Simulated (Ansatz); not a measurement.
# UHSE06/STO-3G run of BSiH4 (SMILES B[SiH2])

What is the electronic atomisation energy of BSiH4 at UHSE06/STO-3G? 

The results are computed with Ansatz 0.2.0.

43 further runs of the same task are left out: 43 set aside as unsound or not needed.

## 1. Starting point

BSiH4 has 6 atoms, charge 0, and is taken as a doublet. As SMILES, `B[SiH2]`. Geometry: relaxed at GFN2-xTB.

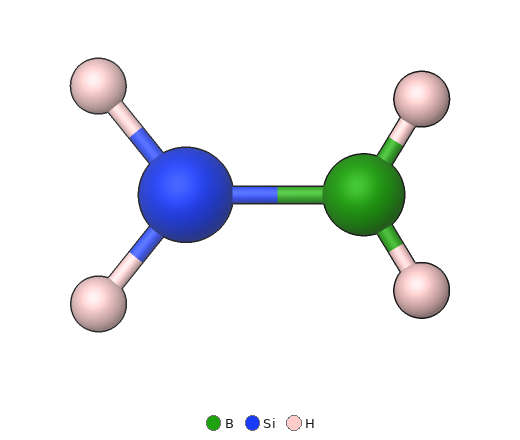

Viewed from a chosen angle; boron green, silicon blue, hydrogen pink.

## 2. A single-point energy at UHSE06/STO-3G

job.yaml reads:

```yaml
crystal:
  periodic: [false, false, false]
  atoms:
    - {symbol: B, position_ang: [-0.003690, -1.037180, 0.114670]}
    - {symbol: Si, position_ang: [0.004430, 0.829590, -0.091960]}
    - {symbol: H, position_ang: [-0.730970, -1.564260, 0.876300]}
    - {symbol: H, position_ang: [0.717450, -1.725110, -0.512520]}
    - {symbol: H, position_ang: [0.828120, 1.658960, -0.988060]}
    - {symbol: H, position_ang: [-0.815330, 1.838000, 0.601560]}
basis:
  gaussian:
    orbitals: STO-3G
magnetization:
  spin_polarized: true
  initial_magnetization: 1
hamiltonian:
  xc: {name: HSE06}
accuracy: high
```

On the command line:

```sh
$ ansatz run job.yaml --threads 1 --pin off --max-ram 2610MiB --events-out events.jsonl --progress --plain --runs-dir runs
```

What it wrote:

```text
Warning: RAYON_NUM_THREADS=1 ignored (pool sized by the plan → 1); use --threads N
Functional definition: HSE06
  name "HSE06"
  parameter a = 0.25
  parameter omega = 0.11/bohr
  exchange = pbe_x - a*pbe_x_sr(omega) + a*exact_x_sr(omega)
  correlation = pbe_c
310 factors; integrals over basis functions are off by at most 2.6e-8 eV
62 factors; integrals over basis functions are off by at most 6.6e-10 eV
mean field evaluation 1: about -8510.9483 eV, gradient 1.1e1 eV
mean field evaluation 2: about -8511.1124 eV, gradient 1.1e1 eV
mean field evaluation 4: about -8512.1332 eV, gradient 5.0e-1 eV
mean field evaluation 8: about -8512.0812 eV, gradient 6.0e-3 eV
mean field evaluation 16: about -8512.0812 eV, gradient 2.6e-8 eV
mean field -8512.08115200 eV, -312.8132126401 hartree, gradient 2.7e-8 eV, S^2 0.752268; 0 other end points of the search recorded, 0 dependent functions left out
reference -8512.08115392 eV, -312.8132127106 hartree; 12, 11 occupied and 6, 7 virtual orbitals, 310 factors
Total energy: -8512.08115392 eV, -312.8132127106 hartree
```

It took 3.6 s on 1 thread of Intel Xeon Platinum 8259CL at 2.50GHz (Skylake/Cascade Lake), shared host; peak memory 0.15 GiB.

## 3. The B atom, same level

in.yaml reads:

```yaml
basis:
  gaussian:
    orbitals: STO-3G
crystal:
  periodic: [false, false, false]
  atoms:
    - {symbol: B, position_ang: [0.000000, 0.000000, 0.000000]}
hamiltonian:
  xc: {name: HSE06}
magnetization:
  spin_polarized: true
  initial_magnetization: 1
accuracy: high
```

Run the same way, it converges to -24.23396 Eh (log not shown).

## 4. The H atom at the same level

job.yaml reads:

```yaml
crystal:
  periodic: [false, false, false]
  atoms:
    - {symbol: H, position_ang: [0.000000, 0.000000, 0.000000]}
basis:
  gaussian:
    orbitals: STO-3G
hamiltonian:
  xc: hse06
magnetization:
  spin_polarized: true
  initial_magnetization: 1
accuracy: high
```

Run the same way, it converges to -0.46620 Eh (log not shown).

## 5. The Si atom, same level

input.yaml reads:

```yaml
basis:
  gaussian:
    orbitals: STO-3G
crystal:
  periodic: [false, false, false]
  atoms:
    - symbol: Si
      position_ang: [0.000000, 0.000000, 0.000000]
magnetization:
  spin_polarized: true
  initial_magnetization: 2
accuracy: high
hamiltonian:
  xc: hse06
```

On the command line:

```sh
$ ansatz run input.yaml --threads 1 --pin off --max-ram 2610MiB --events-out events.jsonl --progress --plain --runs-dir runs
```

What it wrote:

```text
Warning: RAYON_NUM_THREADS=1 ignored (pool sized by the plan → 1); use --threads N
[... 6 set-up lines as earlier in the session ...]
42 factors; integrals over basis functions are off by at most 1.8e-9 eV
19 factors; integrals over basis functions are off by at most 2.3e-10 eV
mean field evaluation 1: about -7777.4736 eV, gradient 2.3e-1 eV
mean field evaluation 2: about -7777.4737 eV, gradient 9.7e-3 eV
mean field evaluation 4: about -7777.4729 eV, gradient 2.6e-4 eV
mean field evaluation 8: about -7777.4729 eV, gradient 4.3e-9 eV
mean field -7777.47292407 eV, -285.8168581992 hartree, gradient 4.3e-9 eV, S^2 2.000001; 0 other end points of the search recorded, 0 dependent functions left out
reference -7777.47292555 eV, -285.8168582533 hartree; 8, 6 occupied and 1, 3 virtual orbitals, 42 factors
Total energy: -7777.47292555 eV, -285.8168582533 hartree
```

Wall time 0.75 s (1 thread of Intel Xeon Platinum 8259CL at 2.50GHz (Skylake/Cascade Lake), shared host); peak memory 0.1 GiB.

## 6. Results

At UHSE06/STO-3G:

```
                     quantity          value
       molecule: total energy  -312.81321 Eh
               molecule: ⟨S²⟩          0.752
         B atom: total energy   -24.23396 Eh
                 B atom: ⟨S²⟩          0.750
         H atom: total energy    -0.46620 Eh
                 H atom: ⟨S²⟩          0.750
        Si atom: total energy  -285.81686 Eh
                Si atom: ⟨S²⟩          2.000
electronic atomisation energy      24.424 eV
```

Taking the molecule apart into free atoms costs 24.42 eV (563 kcal/mol), before zero-point energy and without spin-orbit coupling. In a minimal basis such a difference can be off by several eV, whatever the method.
